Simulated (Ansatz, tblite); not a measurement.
# The cluster Si5Te3: removing and adding an electron

Aim: the energy of removing and adding an electron for the cluster Si5Te3, by energy differences, and how well orbital energies stand in for it.

The runs use Ansatz 0.2.0, Gaussian basis; as each input shows.

The runs, in order: charge +1 doublet, at the geometry of the singlet (PBE0-D4/def2-TZVP, PBE-D4/def2-TZVP, B2PLYP/def2-TZVP); charge -1 doublet, at the geometry of the singlet (PBE0-D4/def2-TZVPD, PBE-D4/def2-TZVPD, B2PLYP/def2-TZVPD); the starting singlet's energies come from earlier runs.

3 further runs of the same task are left out: 3 set aside as unsound or not needed.

## 1. The structure

The singlet was relaxed beforehand with PBE-D4/def2-SVP. At that level it is the lowest of the isomers that a small search found.

8 atoms, charge 0, spin multiplicity 1.

Atoms are counted from 1 here; the program's logs count them from 0.

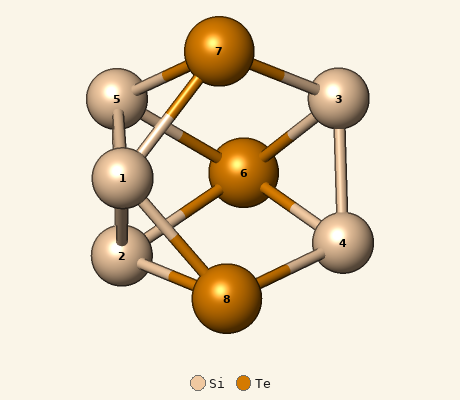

The structure; silicon light orange, tellurium orange; atoms are numbered from 1 in the order of the file.

As a file:

```xyz
8
charge 0, multiplicity 1
Si    1.84706    0.78901    0.99394
Si    0.44464   -1.34866    1.61433
Si   -1.38645    0.80369   -1.75365
Si   -0.37980   -1.32631   -1.93358
Si   -0.64680    0.96213    1.81112
Te   -1.95497   -0.94042    0.19825
Te    0.17528    2.35509   -0.31043
Te    1.90104   -1.29452   -0.61997
```

Te takes a core potential in the def2 sets. No spin-orbit coupling is included.

## 2. Charge +1 doublet at the fixed geometry, PBE0-D4/def2-TZVP

in.yaml

```yaml
crystal:
  periodic: [false, false, false]
  atoms:
    - {symbol: Si, position_ang: [1.847061, 0.789007, 0.993943]}
    - {symbol: Si, position_ang: [0.444636, -1.348660, 1.614325]}
    - {symbol: Si, position_ang: [-1.386454, 0.803693, -1.753652]}
    - {symbol: Si, position_ang: [-0.379796, -1.326313, -1.933581]}
    - {symbol: Si, position_ang: [-0.646798, 0.962130, 1.811123]}
    - {symbol: Te, position_ang: [-1.954968, -0.940417, 0.198250]}
    - {symbol: Te, position_ang: [0.175278, 2.355091, -0.310426]}
    - {symbol: Te, position_ang: [1.901042, -1.294522, -0.619972]}
basis:
  gaussian: {orbitals: def2-TZVP}
total_charge: 1
magnetization: {spin_polarized: true, initial_magnetization: 1}
hamiltonian: {xc: pbe0, dispersion: d4}
scf: {omitted_lower_state_checks: [starts]}
output: {orbitals: {seedname: orbitals}}
```

The run is started by

```sh
$ ansatz run in.yaml --threads 4 --pin off --events-out ev --progress --plain --max-ram 8704MiB
```

Log:

```text
Functional definition: PBE0
  name "PBE0"
  cite "Adamo & Barone, J. Chem. Phys. 110, 6158 (1999) doi:10.1063/1.478522"
  cite "Perdew, Burke & Ernzerhof, Phys. Rev. Lett. 77, 3865 (1996) doi:10.1103/PhysRevLett.77.3865"
  parent pbe
  parameter a = 0.25
  parameter kappa = 0.804
  parameter beta = 0.06672455060314922
  exchange = (1 - a)*pbe_x(kappa = kappa, mu = beta*pi^2/3) + a*exact_x
  correlation = pbe_c(beta = beta)
these checks for a lower state are left out or cut short: starts
2654 factors; their error is unknown
mean field evaluation 1: about -61244.0540 eV, gradient 3.0e1 eV
mean field evaluation 2: about -61232.3188 eV, gradient 5.9e1 eV
mean field evaluation 4: about -61248.7137 eV, gradient 6.0e0 eV
mean field evaluation 8: about -61248.9488 eV, gradient 2.6e-1 eV
mean field evaluation 16: about -61249.5068 eV, gradient 5.6e-3 eV
mean field evaluation 32: about -61249.5068 eV, gradient 4.9e-5 eV
mean field -61249.50675468 eV, -2250.8778568275 hartree, gradient 4.9e-5 eV, S^2 0.768518; 0 other end points of the search recorded, 0 dependent functions left out
reference -61249.50678661 eV, -2250.8778580012 hartree; 71, 70 occupied and 264, 265 virtual orbitals, 2654 factors
Total energy: -61250.46551699 eV, -2250.9130906927 hartree
Checks for a lower state left out: starts
```

Run time: 86 s. Hardware: 4 threads of Arm Neoverse V1, shared host; peak memory 2.8 GiB.

From the report: HOMO -10.41 eV, LUMO -8.36 eV (over both spins); ⟨S²⟩ 0.769 (pure: 0.75).

## 3. Charge +1 doublet at the fixed geometry, PBE-D4/def2-TZVP

start.molden holds the orbitals of an earlier run on this state, given as this run's starting guess.

in.yaml, as its differences from that of step 2:

```diff
@@ -12,6 +12,6 @@
 basis:
-  gaussian: {orbitals: def2-TZVP}
+  gaussian: {orbitals: def2-TZVP, initial_orbitals: start.molden}
 total_charge: 1
 magnetization: {spin_polarized: true, initial_magnetization: 1}
-hamiltonian: {xc: pbe0, dispersion: d4}
+hamiltonian: {xc: pbe, dispersion: d4}
 scf: {omitted_lower_state_checks: [starts]}
```

Same command.

Log:

```text
Functional definition: PBE
  name "PBE"
  cite "Perdew, Burke & Ernzerhof, Phys. Rev. Lett. 77, 3865 (1996) doi:10.1103/PhysRevLett.77.3865"
  parent pbe
  parameter kappa = 0.804
  parameter beta = 0.06672455060314922
  exchange = pbe_x(kappa = kappa, mu = beta*pi^2/3)
  correlation = pbe_c(beta = beta)
these checks for a lower state are left out or cut short: starts
2418 factors; their error is unknown
mean field evaluation 1: about -61245.5377 eV, gradient 1.1e1 eV
mean field evaluation 2: about -61245.7488 eV, gradient 3.2e-1 eV
mean field evaluation 4: about -61245.3624 eV, gradient 6.5e-1 eV
mean field evaluation 8: about -61245.3628 eV, gradient 4.3e-5 eV
mean field -61245.36276698 eV, -2250.7255680888 hartree, gradient 2.5e-5 eV, S^2 0.758676; 0 other end points of the search recorded, 0 dependent functions left out
reference -61245.36280940 eV, -2250.7255696475 hartree; 71, 70 occupied and 264, 265 virtual orbitals, 2418 factors
Total energy: -61246.45617969 eV, -2250.7657502644 hartree
Checks for a lower state left out: starts
```

It took 22 s on 4 threads of Arm Neoverse V1, shared host; peak memory 0.99 GiB.

From the report: HOMO -9.57 eV, LUMO -8.98 eV (over both spins); ⟨S²⟩ 0.759 (pure: 0.75).

## 4. Charge +1 doublet at the fixed geometry, B2PLYP/def2-TZVP

in.yaml, as its differences from that of step 3:

```diff
@@ -15,4 +15,3 @@
 magnetization: {spin_polarized: true, initial_magnetization: 1}
-hamiltonian: {xc: pbe, dispersion: d4}
+hamiltonian: {xc: {name: B2PLYP}}
 scf: {omitted_lower_state_checks: [starts]}
-output: {orbitals: {seedname: orbitals}}
```

The command is unchanged.

Log, cut to the lines that bear on the results:

```text
Functional definition: B2PLYP
  name "B2PLYP"
  cite "Grimme, J. Chem. Phys. 124, 034108 (2006) doi:10.1063/1.2148954"
  cite "Becke, Phys. Rev. A 38, 3098 (1988) doi:10.1103/PhysRevA.38.3098"
  cite "Lee, Yang & Parr, Phys. Rev. B 37, 785 (1988) doi:10.1103/PhysRevB.37.785"
[...]
2537 factors; integrals over basis functions are off by at most 8.0e-4 eV
[...]
mean field -61216.41856974 eV, -2249.6618884591 hartree, gradient 2.1e-6 eV, S^2 0.781915; 0 other end points of the search recorded, 0 dependent functions left out
37 core orbitals not correlated: weight in the atoms' cores, before any rotation towards them, 1.000 or more for the frozen orbitals, at most 0.000 for the correlated occupied ones
reference -61216.41874295 eV, -2249.6618948245 hartree; 34, 33 occupied and 264, 265 virtual orbitals, 2537 factors
second order -64.89762390 eV of doubles, -0.00000000 eV of singles
Total energy: -61233.94110140 eV, -2250.3058296206 hartree
Checks for a lower state left out: starts
```

It took 73 s on 4 threads of Arm Neoverse V1, shared host; peak memory 2.3 GiB.

From the report: ⟨S²⟩ 0.782 (pure: 0.75).

## 5. Vertical ionisation energy

Charged state less starting state, singlet to doublet; the starting state's energies are those of its earlier runs.

```
            level  vertical ionisation energy (eV)     time
 PBE-D4/def2-TZVP                            +7.04     33 s
PBE0-D4/def2-TZVP                            +7.11  1.9 min
 B2PLYP/def2-TZVP                            +7.07  1.8 min
```

Times add the two runs; a level without a time comes out of a correlated run.

Beside −ε(HOMO) of the starting state:

```
            level  −ε(HOMO) (eV)  by difference (eV)  mismatch (eV)
 PBE-D4/def2-TZVP           5.02                7.04          -2.01
PBE0-D4/def2-TZVP           5.80                7.11          -1.31
```

## 6. Charge -1 doublet at the fixed geometry, PBE0-D4/def2-TZVPD

in.yaml, as its differences from that of step 4:

```diff
@@ -12,6 +12,7 @@
 basis:
-  gaussian: {orbitals: def2-TZVP, initial_orbitals: start.molden}
-total_charge: 1
+  gaussian: {orbitals: def2-TZVPD}
+total_charge: -1
 magnetization: {spin_polarized: true, initial_magnetization: 1}
-hamiltonian: {xc: {name: B2PLYP}}
+hamiltonian: {xc: pbe0, dispersion: d4}
 scf: {omitted_lower_state_checks: [starts]}
+output: {orbitals: {seedname: orbitals}}
```

The command is unchanged.

Log, cut to the lines that bear on the results:

```text
Functional definition: PBE0
  name "PBE0"
  cite "Adamo & Barone, J. Chem. Phys. 110, 6158 (1999) doi:10.1063/1.478522"
  cite "Perdew, Burke & Ernzerhof, Phys. Rev. Lett. 77, 3865 (1996) doi:10.1103/PhysRevLett.77.3865"
  parent pbe
[...]
2911 factors; their error is unknown
the host lacks memory for fits, so the integrals are decomposed
2908 factors; integrals over basis functions are off by at most 8.1e-4 eV
[...]
mean field -61258.25793901 eV, -2251.1994569200 hartree, gradient 1.5e-5 eV, S^2 0.757851; 0 other end points of the search recorded, 0 dependent functions left out
reference -61258.25799094 eV, -2251.1994588286 hartree; 72, 71 occupied and 320, 321 virtual orbitals, 2908 factors
Total energy: -61259.27264358 eV, -2251.2367466252 hartree
Checks for a lower state left out: starts
```

Run time: 85 s. Hardware: 4 threads of Arm Neoverse V1, shared host; peak memory 3.5 GiB.

HOMO -0.38 eV, LUMO 1.14 eV (over both spins); ⟨S²⟩ 0.758 (pure: 0.75).

## 7. Charge -1 doublet at the fixed geometry, PBE-D4/def2-TZVPD

in.yaml, as its differences from that of step 6:

```diff
@@ -12,6 +12,6 @@
 basis:
-  gaussian: {orbitals: def2-TZVPD}
+  gaussian: {orbitals: def2-TZVPD, initial_orbitals: start.molden}
 total_charge: -1
 magnetization: {spin_polarized: true, initial_magnetization: 1}
-hamiltonian: {xc: pbe0, dispersion: d4}
+hamiltonian: {xc: pbe, dispersion: d4}
 scf: {omitted_lower_state_checks: [starts]}
```

The command is unchanged.

Log:

```text
Functional definition: PBE
  name "PBE"
  cite "Perdew, Burke & Ernzerhof, Phys. Rev. Lett. 77, 3865 (1996) doi:10.1103/PhysRevLett.77.3865"
  parent pbe
  parameter kappa = 0.804
  parameter beta = 0.06672455060314922
  exchange = pbe_x(kappa = kappa, mu = beta*pi^2/3)
  correlation = pbe_c(beta = beta)
these checks for a lower state are left out or cut short: starts
2722 factors; their error is unknown
mean field evaluation 1: about -61253.8114 eV, gradient 1.1e1 eV
mean field evaluation 2: about -61254.0255 eV, gradient 3.5e-1 eV
mean field evaluation 4: about -61254.0159 eV, gradient 8.6e-2 eV
mean field evaluation 8: about -61254.0159 eV, gradient 2.9e-5 eV
mean field -61254.01591002 eV, -2251.0435652300 hartree, gradient 1.9e-5 eV, S^2 0.752823; 0 other end points of the search recorded, 0 dependent functions left out
reference -61254.01597638 eV, -2251.0435676686 hartree; 72, 71 occupied and 320, 321 virtual orbitals, 2722 factors
Total energy: -61255.17312747 eV, -2251.0860921870 hartree
Checks for a lower state left out: starts
```

Run time: 35 s. Hardware: 4 threads of Arm Neoverse V1, shared host; peak memory 1.5 GiB.

From the report: HOMO 0.19 eV, LUMO 0.52 eV (over both spins); ⟨S²⟩ 0.753 (pure: 0.75). Doubts: highest occupied level lies above zero.

## 8. Charge -1 doublet at the fixed geometry, B2PLYP/def2-TZVPD

in.yaml, as its differences from that of step 7:

```diff
@@ -15,4 +15,3 @@
 magnetization: {spin_polarized: true, initial_magnetization: 1}
-hamiltonian: {xc: pbe, dispersion: d4}
+hamiltonian: {xc: {name: B2PLYP}}
 scf: {omitted_lower_state_checks: [starts]}
-output: {orbitals: {seedname: orbitals}}
```

Launched as before.

Log, cut to the lines that bear on the results:

```text
Functional definition: B2PLYP
  name "B2PLYP"
  cite "Grimme, J. Chem. Phys. 124, 034108 (2006) doi:10.1063/1.2148954"
  cite "Becke, Phys. Rev. A 38, 3098 (1988) doi:10.1103/PhysRevA.38.3098"
  cite "Lee, Yang & Parr, Phys. Rev. B 37, 785 (1988) doi:10.1103/PhysRevB.37.785"
[...]
2908 factors; integrals over basis functions are off by at most 8.1e-4 eV
[...]
mean field -61224.47732011 eV, -2249.9580420728 hartree, gradient 2.9e-6 eV, S^2 0.766572; 0 other end points of the search recorded, 0 dependent functions left out
37 core orbitals not correlated: weight in the atoms' cores, before any rotation towards them, 1.000 or more for the frozen orbitals, at most 0.000 for the correlated occupied ones
reference -61224.47749295 eV, -2249.9580484246 hartree; 35, 34 occupied and 320, 321 virtual orbitals, 2908 factors
second order -67.43312072 eV of doubles, -0.00000000 eV of singles
Total energy: -61242.68443554 eV, -2250.6271412238 hartree
Checks for a lower state left out: starts
```

Run time: 2.1 min. Hardware: 4 threads of Arm Neoverse V1, shared host; peak memory 3.5 GiB.

⟨S²⟩ 0.767 (pure: 0.75).

## 9. Vertical electron affinity

Starting state less charged state (positive: the electron is bound), singlet to doublet; the starting state's energies are those of its earlier runs.

```csv
level,vertical electron affinity (eV),time
PBE-D4/def2-TZVPD,+1.64,51 s
PBE0-D4/def2-TZVPD,+1.66,2 min
B2PLYP/def2-TZVPD,+1.54,3 min
```

Times add the two runs; a level without a time comes out of a correlated run.

Beside −ε(LUMO) of the starting state:

| level | −ε(LUMO) (eV) | by difference (eV) | mismatch (eV) |
| --- | --- | --- | --- |
| PBE-D4/def2-TZVPD | 3.44 | 1.64 | +1.80 |
| PBE0-D4/def2-TZVPD | 2.88 | 1.66 | +1.23 |
| B2PLYP/def2-TZVPD | 1.85 | 1.54 | +0.32 |

## 10. Summary of results

| quantity | value |
| --- | --- |
| vertical ionisation energy, functionals in def2-TZVP | 7.04 (PBE-D4) to 7.11 eV (PBE0-D4) |
| vertical electron affinity, functionals in def2-TZVPD | 1.54 (B2PLYP) to 1.66 eV (PBE0-D4) |

The vertical ionisation energy spans 7.04 to 7.11 eV over the functionals. −ε(HOMO) misses the level's own difference by -1.31 eV at best (PBE0-D4) and -2.01 eV at worst (PBE-D4). The vertical electron affinity spans 1.54 to 1.66 eV over the functionals. −ε(LUMO) misses the level's own difference by +0.32 eV at best (B2PLYP) and +1.80 eV at worst (PBE-D4).
